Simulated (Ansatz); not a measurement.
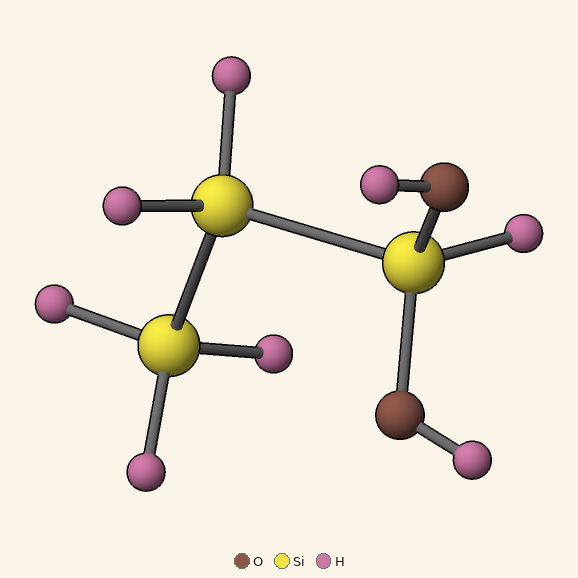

Figure made from data computed with Ansatz.

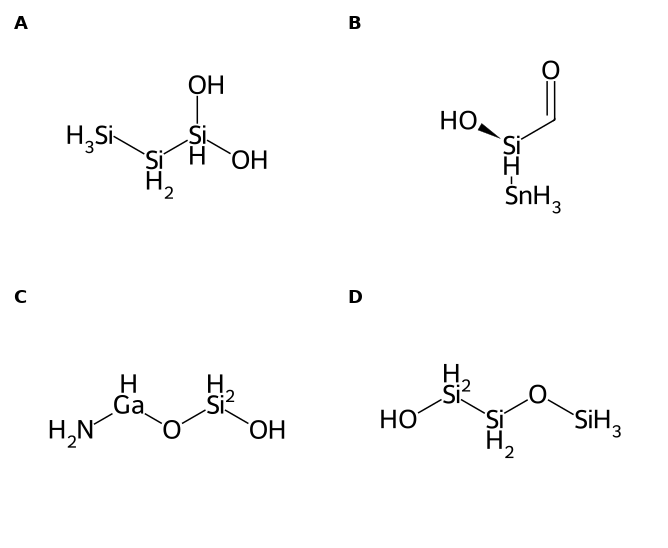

Question: Which structural formula matches the 3D model?

Answer: A, `O[SiH](O)[SiH2][SiH3]`.
